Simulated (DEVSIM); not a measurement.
Structure: Ti/SiO2/p-GaSb capacitor, at 300 K.

```tsv
layer (left to right)	material	thickness (nm)	Na (cm⁻³)
1	SiO2	46.0	-
2	GaSb	4400	1.9e16
```

Metal gate on the left, work function 4.33 eV. Fixed charge at the semiconductor interface 7.9e11 cm⁻² (in units of +e); interface traps 3e11 cm⁻² eV⁻¹, uniform in energy, neutral level at 0.5 of the gap above the valence band.

The device is made up for the run: typed textbook-type constants, with dimensions and the other settings drawn at random. Values at 300 K.

```csv
parameter,SiO2,GaSb
gap (eV),9,0.726
affinity (eV),0.9,4.06
permittivity,3.9,15.7
Nc (cm⁻³),-,2.1e17
Nv (cm⁻³),-,1.8e19
```

DEVSIM, 1D Poisson equation in equilibrium, Boltzmann statistics, complete ionisation; no quantum confinement or tunnelling. Metal contacts follow the ideal Schottky-Mott rule: no Fermi-level pinning, no interface dipoles.

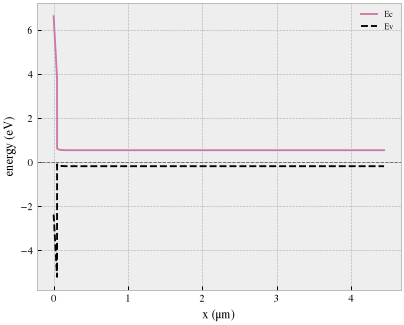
Band edges at -3.2 V on the gate

Energies count from the Fermi level of the right contact; mesh points crowd at the junctions.

```json
[
 {"x (μm)": "0.000", "Ec (eV)": "6.630", "Ev (eV)": "-2.370", "n (cm⁻³)": "< 1e2", "p (cm⁻³)": "< 1e2", "field (V/cm)": "-620000"},
 {"x (μm)": "0.001692", "Ec (eV)": "6.526", "Ev (eV)": "-2.474", "n (cm⁻³)": "< 1e2", "p (cm⁻³)": "< 1e2", "field (V/cm)": "-620000"},
 {"x (μm)": "0.005953", "Ec (eV)": "6.263", "Ev (eV)": "-2.737", "n (cm⁻³)": "< 1e2", "p (cm⁻³)": "< 1e2", "field (V/cm)": "-620000"},
 {"x (μm)": "0.01588", "Ec (eV)": "5.651", "Ev (eV)": "-3.349", "n (cm⁻³)": "< 1e2", "p (cm⁻³)": "< 1e2", "field (V/cm)": "-620000"},
 {"x (μm)": "0.03673", "Ec (eV)": "4.366", "Ev (eV)": "-4.634", "n (cm⁻³)": "< 1e2", "p (cm⁻³)": "< 1e2", "field (V/cm)": "-620000"},
 {"x (μm)": "0.04296", "Ec (eV)": "3.982", "Ev (eV)": "-5.018", "n (cm⁻³)": "< 1e2", "p (cm⁻³)": "< 1e2", "field (V/cm)": "-620000"},
 {"x (μm)": "0.04543", "Ec (eV)": "3.830", "Ev (eV)": "-5.170", "n (cm⁻³)": "< 1e2", "p (cm⁻³)": "< 1e2", "field (V/cm)": "-620000"},
 {"x (μm)": "0.04755", "Ec (eV)": "0.628", "Ev (eV)": "-0.098", "n (cm⁻³)": "5900000", "p (cm⁻³)": "4.1e17", "field (V/cm)": "-44000"},
 {"x (μm)": "0.05160", "Ec (eV)": "0.613", "Ev (eV)": "-0.113", "n (cm⁻³)": "1.1e7", "p (cm⁻³)": "2.3e17", "field (V/cm)": "-31000"},
 {"x (μm)": "0.06230", "Ec (eV)": "0.589", "Ev (eV)": "-0.137", "n (cm⁻³)": "2.6e7", "p (cm⁻³)": "9.1e16", "field (V/cm)": "-16000"},
 {"x (μm)": "0.08841", "Ec (eV)": "0.565", "Ev (eV)": "-0.161", "n (cm⁻³)": "6.8e7", "p (cm⁻³)": "3.6e16", "field (V/cm)": "-5300"},
 {"x (μm)": "0.1975", "Ec (eV)": "0.549", "Ev (eV)": "-0.177", "n (cm⁻³)": "1.2e8", "p (cm⁻³)": "1.9e16", "field (V/cm)": "-180"},
 {"x (μm)": "0.4259", "Ec (eV)": "0.549", "Ev (eV)": "-0.177", "n (cm⁻³)": "1.3e8", "p (cm⁻³)": "1.9e16", "field (V/cm)": "≈ 0"},
 {"x (μm)": "1.029", "Ec (eV)": "0.549", "Ev (eV)": "-0.177", "n (cm⁻³)": "1.3e8", "p (cm⁻³)": "1.9e16", "field (V/cm)": "≈ 0"},
 {"x (μm)": "2.981", "Ec (eV)": "0.549", "Ev (eV)": "-0.177", "n (cm⁻³)": "1.3e8", "p (cm⁻³)": "1.9e16", "field (V/cm)": "≈ 0"},
 {"x (μm)": "3.880", "Ec (eV)": "0.549", "Ev (eV)": "-0.177", "n (cm⁻³)": "1.3e8", "p (cm⁻³)": "1.9e16", "field (V/cm)": "≈ 0"},
 {"x (μm)": "4.220", "Ec (eV)": "0.549", "Ev (eV)": "-0.177", "n (cm⁻³)": "1.3e8", "p (cm⁻³)": "1.9e16", "field (V/cm)": "≈ 0"},
 {"x (μm)": "4.359", "Ec (eV)": "0.549", "Ev (eV)": "-0.177", "n (cm⁻³)": "1.3e8", "p (cm⁻³)": "1.9e16", "field (V/cm)": "≈ 0"},
 {"x (μm)": "4.421", "Ec (eV)": "0.549", "Ev (eV)": "-0.177", "n (cm⁻³)": "1.3e8", "p (cm⁻³)": "1.9e16", "field (V/cm)": "≈ 0"},
 {"x (μm)": "4.437", "Ec (eV)": "0.549", "Ev (eV)": "-0.177", "n (cm⁻³)": "1.3e8", "p (cm⁻³)": "1.9e16", "field (V/cm)": "≈ 0"},
 {"x (μm)": "4.443", "Ec (eV)": "0.549", "Ev (eV)": "-0.177", "n (cm⁻³)": "1.3e8", "p (cm⁻³)": "1.9e16", "field (V/cm)": "≈ 0"},
 {"x (μm)": "4.446", "Ec (eV)": "0.549", "Ev (eV)": "-0.177", "n (cm⁻³)": "1.3e8", "p (cm⁻³)": "1.9e16", "field (V/cm)": "≈ 0"}
]
```
